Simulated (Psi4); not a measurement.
# SiCNCl2F (SMILES N#C[Si](F)(Cl)Cl) at SCAN/def2-SVP

What is the vertical singlet–triplet gap of SiCNCl2F at SCAN/def2-SVP? 

The calculation is run with Psi4 1.11.

4 further runs of the same task are left out: 4 set aside as unsound or not needed. Runs told in other sessions of the task aren't counted.

## 1. The molecule

SiCNCl2F has 6 atoms, charge 0, and is taken as a singlet. SMILES: `N#C[Si](F)(Cl)Cl`. The coordinates come from a PBE0-D4/def2-TZVP relaxation.

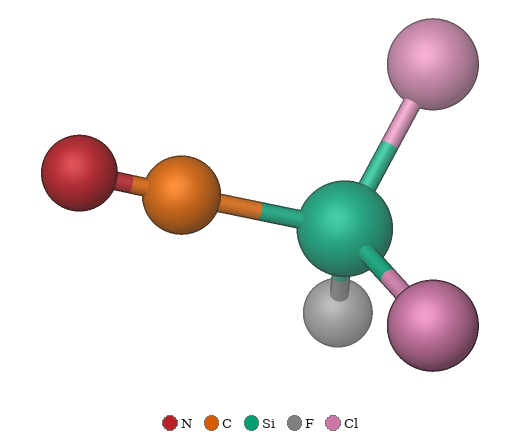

Viewed from a chosen angle; nitrogen red, carbon orange, silicon teal, fluorine grey, chlorine pink.

## 2. The energy at SCAN/def2-SVP

The input, calc.in:

```
memory 1.6 GB

molecule mol {
  0 1
  N      1.752600    -1.361000     1.114200
  C      0.923100    -0.763300     0.585900
  Si    -0.381900     0.210300    -0.249400
  F     -1.471500    -0.801900    -0.758800
  Cl     0.422900     1.177100    -1.812500
  Cl    -1.203100     1.474700     1.074300
  units angstrom
  symmetry c1
}

set {
  basis                def2-SVP
  puream               true
  scf_type             pk
  dft_radial_points    75
  dft_spherical_points 302
}

E, wfn = energy("scan", return_wfn=True)
print_variables()
```

The run is started by

```bash
psi4 calc.in calc.out -n 1
```

calc.out:

```text
[...]
  Running in c1 symmetry.
[...]
  Nuclear repulsion =  414.637220120483050
[...]
  Multiplicity = 1
[...]
  Nalpha       = 35
  Nbeta        = 35
[...]
    Number of basis functions: 96
[...]
   @RKS iter   1: -1402.07977770238858   -1.05867e-01   6.21937e-03 ADIIS/DIIS
[...]
   @RKS iter  10: -1402.25013818700177   -2.35170e-08   1.83416e-07 DIIS
[...]
    Orbital Energies [Eh]
    ---------------------
    Doubly Occupied:
       1A   -101.269571     2A   -101.269512     3A    -65.992046
       4A    -24.541852     5A    -14.199454     6A    -10.091313
       7A     -9.438778     8A     -9.438751     9A     -7.179155
      10A     -7.179137    11A     -7.172168    12A     -7.172145
      13A     -7.172077    14A     -7.172058    15A     -5.362211
      16A     -3.705744    17A     -3.705289    18A     -3.703602
      19A     -1.186435    20A     -0.895266    21A     -0.853225
      22A     -0.828023    23A     -0.593934    24A     -0.509172
      25A     -0.472387    26A     -0.466859    27A     -0.426068
      28A     -0.411798    29A     -0.368571    30A     -0.366346
      31A     -0.362627    32A     -0.350243    33A     -0.341401
      34A     -0.339345    35A     -0.332894
[...]
  @RKS Final Energy: -1402.25013818700177
   => Energetics <=
    Nuclear Repulsion Energy =            414.6372201204830503
    One-Electron Energy =               -2760.3192580280983748
    Two-Electron Energy =                1043.7310391430487471
    DFT Exchange-Correlation Energy =    -100.2991394224353456
    Empirical Dispersion Energy =           0.0000000000000000
    VV10 Nonlocal Energy =                  0.0000000000000000
    Total Energy =                      -1402.2501381870017667
[...]
 Multipole Moments:
 ------------------------------------------------------------------------------------
     Multipole            Electronic (a.u.)      Nuclear  (a.u.)        Total (a.u.)
 ------------------------------------------------------------------------------------
 L = 1.  Multiply by 2.5417464519 to convert [e a0] to [Debye]
 Dipole X            :         -1.9790013            1.5047054           -0.4742960
 Dipole Y            :          1.1856094           -0.5990592            0.5865502
 Dipole Z            :         -1.2362387            0.9091388           -0.3270999
 Magnitude           :                                                    0.8221874
[...]
```

Wall time 13 s (1 thread of Intel Xeon Platinum 8259CL at 2.50GHz (Skylake/Cascade Lake), shared host); peak memory 0.68 GiB.

## 3. The triplet

The input, calc.inp:

```
memory 1.6 GB

molecule mol {
  0 3
  N      1.752600    -1.361000     1.114200
  C      0.923100    -0.763300     0.585900
  Si    -0.381900     0.210300    -0.249400
  F     -1.471500    -0.801900    -0.758800
  Cl     0.422900     1.177100    -1.812500
  Cl    -1.203100     1.474700     1.074300
  symmetry c1
}

set {
  basis def2-SVP
  reference uks
  puream true
  scf_type pk
  dft_radial_points 75
  dft_spherical_points 302
  maxiter 100
}

energy_value, wavefunction = energy('scan', return_wfn=True)
```

The run is started by

```bash
psi4 -n 1 calc.inp calc.out
```

calc.out:

```text
[...]
  Running in c1 symmetry.
[...]
  Nuclear repulsion =  414.637220120483050
[...]
  Multiplicity = 3
[...]
  Nalpha       = 36
  Nbeta        = 34
[...]
    Number of basis functions: 96
[...]
   @UKS iter   1: -1401.51433055868256    4.59581e-01   8.69690e-03 DIIS/ADIIS
[...]
   @UKS iter  15: -1402.03612957092560   -1.19005e-08   4.95158e-07 DIIS
[...]
   @S^2 Observed:                2.007787659E+00
[...]
    Orbital Energies [Eh]
    ---------------------
    Alpha Occupied:
       1A   -101.260895     2A   -101.260838     3A    -65.974747
       4A    -24.528425     5A    -14.231209     6A    -10.132041
       7A     -9.429977     8A     -9.429958     9A     -7.170239
      10A     -7.170235    11A     -7.163722    12A     -7.163709
      13A     -7.163213    14A     -7.163210    15A     -5.344076
      16A     -3.687601    17A     -3.687348    18A     -3.685487
      19A     -1.173090    20A     -0.972518    21A     -0.844544
      22A     -0.819339    23A     -0.596759    24A     -0.505059
      25A     -0.471605    26A     -0.456343    27A     -0.446879
      28A     -0.422359    29A     -0.404722    30A     -0.387669
      31A     -0.387109    32A     -0.355561    33A     -0.346309
      34A     -0.336570    35A     -0.326373    36A     -0.143037
[...]
  @UKS Final Energy: -1402.03612957092560
   => Energetics <=
    Nuclear Repulsion Energy =            414.6372201204830503
    One-Electron Energy =               -2760.3289469301043937
    Two-Electron Energy =                1044.0152307668745379
    DFT Exchange-Correlation Energy =    -100.3596335281788896
    Empirical Dispersion Energy =           0.0000000000000000
    VV10 Nonlocal Energy =                  0.0000000000000000
    Total Energy =                      -1402.0361295709255955
  UHF NO Occupations:
  HONO-2 :   34  A 1.9982443
  HONO-1 :   35  A 1.0000000
[...]
 Multipole Moments:
 ------------------------------------------------------------------------------------
     Multipole            Electronic (a.u.)      Nuclear  (a.u.)        Total (a.u.)
 ------------------------------------------------------------------------------------
 L = 1.  Multiply by 2.5417464519 to convert [e a0] to [Debye]
 Dipole X            :         -1.6535096            1.5047054           -0.1488042
 Dipole Y            :          0.9472613           -0.5990592            0.3482020
 Dipole Z            :         -1.0288635            0.9091388           -0.1197247
 Magnitude           :                                                    0.3971415
[...]
```

It took 24 s on 1 thread of Intel Xeon Platinum 8259CL at 2.50GHz (Skylake/Cascade Lake), shared host; peak memory 0.68 GiB.

## 4. Results

Level: SCAN/def2-SVP.

| quantity | value |
| --- | --- |
| singlet: total energy | -1402.25014 Eh |
| singlet: dipole moment | 2.09 D |
| singlet: HOMO energy | -9.06 eV |
| singlet: LUMO energy | -2.08 eV |
| singlet: HOMO–LUMO gap | 6.97 eV |
| triplet: total energy | -1402.03613 Eh |
| triplet: dipole moment | 1.01 D |
| triplet: HOMO energy (highest over α and β) | -3.89 eV |
| triplet: ⟨S²⟩ | 2.008 |
| vertical energy of the triplet above the singlet | 5.823 eV |

**Reading.** At this shape the triplet lies 5.82 eV (134 kcal/mol) above the singlet.
